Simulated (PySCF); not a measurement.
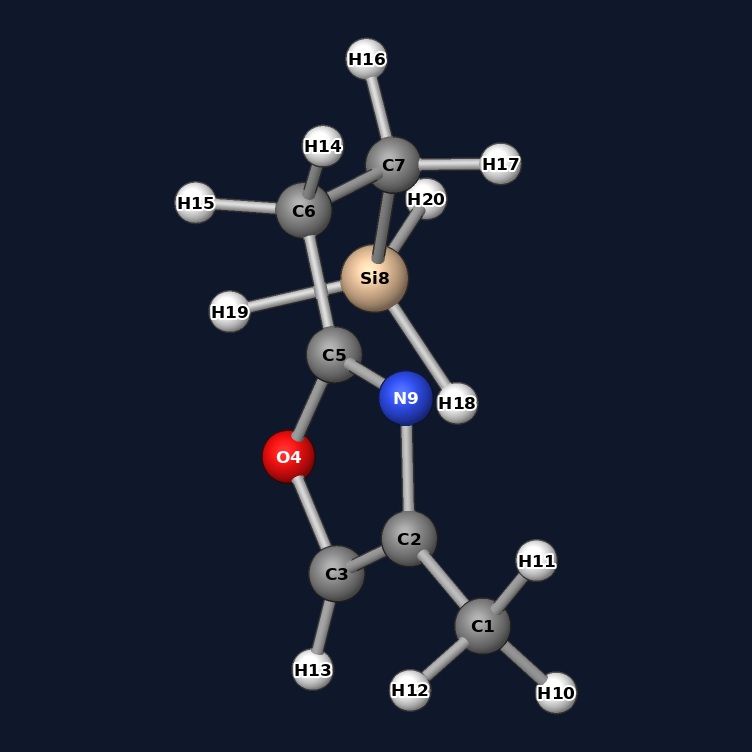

The questions are on isotropic NMR shieldings of the H atoms. The geometry was computed by an optimisation with GFN2-xTB. No frequency run is at hand to confirm it as a minimum. Level of theory: GIAO PBE0/pcSseg-1 NMR shielding, non-relativistic, gas phase (PySCF 2.14.0).

> Which H atom is the most shielded (lowest chemical shift)?

H17 (30.59 ppm).

> Which H atom is the least shielded (highest chemical shift)?

H13 (24.27 ppm).

> How wide is the range of H shifts?

6.32 ppm.

List the isotropic NMR shieldings of the H atoms.

| atom | σ (ppm) |
| --- | --- |
| H10 | 29.34 |
| H11 | 29.25 |
| H12 | 29.32 |
| H13 | 24.27 |
| H14 | 28.35 |
| H15 | 29.00 |
| H16 | 30.58 |
| H17 | 30.59 |
| H18 | 28.26 |
| H19 | 27.68 |
| H20 | 27.91 |

The geometry is semi-empirical. Around Si such bond lengths and angles can be off by a tenth of an ångström or more and by several degrees, and values that hang on the shape move with them.
